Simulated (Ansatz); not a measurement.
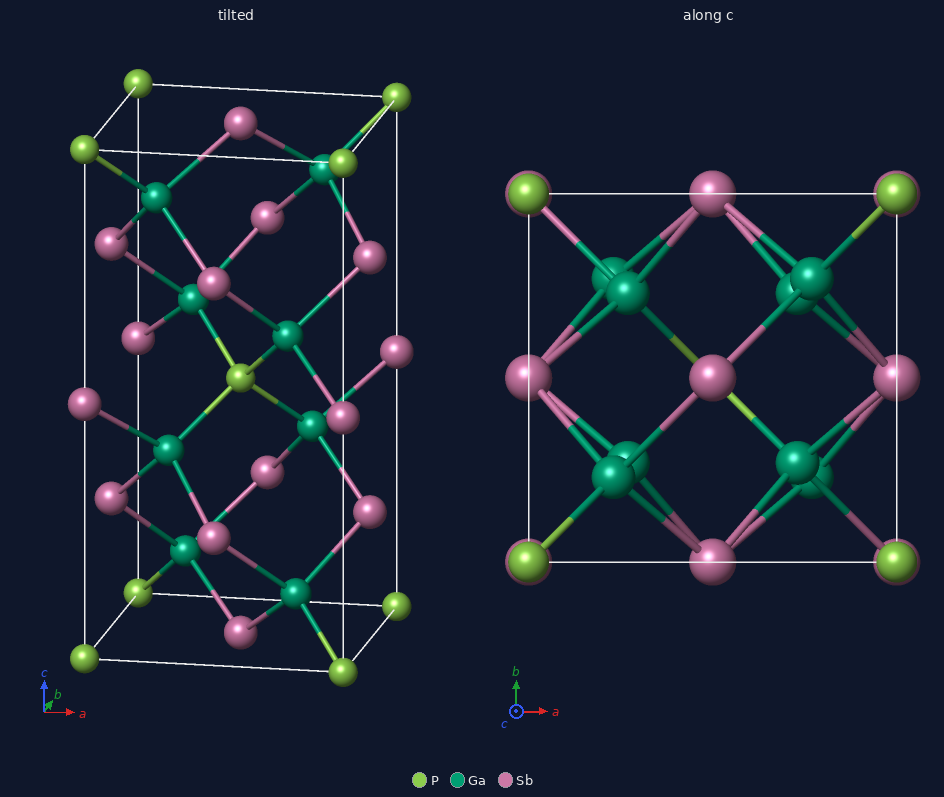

Ball-and-stick drawing of the structure, looking slightly off an axis and along the c axis. The conventional unit cell is drawn as a box.

Ga4Sb3P, space group I-42m (No. 121), a = 5.962 Å, b = 5.962 Å, c = 11.890 Å, α = 90.00°, β = 90.00°, γ = 90.00°. It goes back to a structure type filled with these elements by a generator (whether the compound takes this form wasn't checked). Earlier steps of the study may have refined or changed the cell and positions. It went into a calculation with Ansatz.

This one geometry was computed with Ansatz (DFT, plane waves, PAW) at five levels of theory: PBE, r2SCAN, PBE0, PBE with spin-orbit coupling and HSE06. It was relaxed beforehand with r2SCAN.

Which level gives the highest pressure at this volume, and what does that say about its equilibrium volume?

Answer. Highest: PBE (2.0 GPa) and PBE with spin-orbit coupling (2.0 GPa), which points to the largest equilibrium volume. Lowest, with the smallest volume: r2SCAN (0.0 GPa), PBE0 (0.0 GPa) and HSE06 (0.2 GPa). Levels within 0.5 GPa of each other can't be told apart.

How does the band gap change with the level of theory?

Answer. PBE with spin-orbit coupling: a gap of 0.10 eV, direct; PBE: a gap of 0.28 eV, direct; r2SCAN: a gap of 0.70 eV, direct; HSE06: a gap of 1.05 eV, direct; PBE0: a gap of 1.61 eV, direct.

Collect the results in a table.

Answer.
| level | cutoff (eV) | k-mesh of the run's cell | gap (eV) | pressure (GPa) |
| --- | --- | --- | --- | --- |
| PBE | 420 | 6×6×6 | 0.28 | 2.0 |
| r2SCAN | 500 | 6×6×6 | 0.70 | 0.0 |
| PBE0 | 420 | 4×4×4 | 1.61 | 0.0 |
| PBE with spin-orbit coupling | 420 | 6×6×6 | 0.10 | 2.0 |
| HSE06 | 420 | 4×4×4 | 1.05 | 0.2 |

Gaps are taken on the k-mesh or band path of each run.
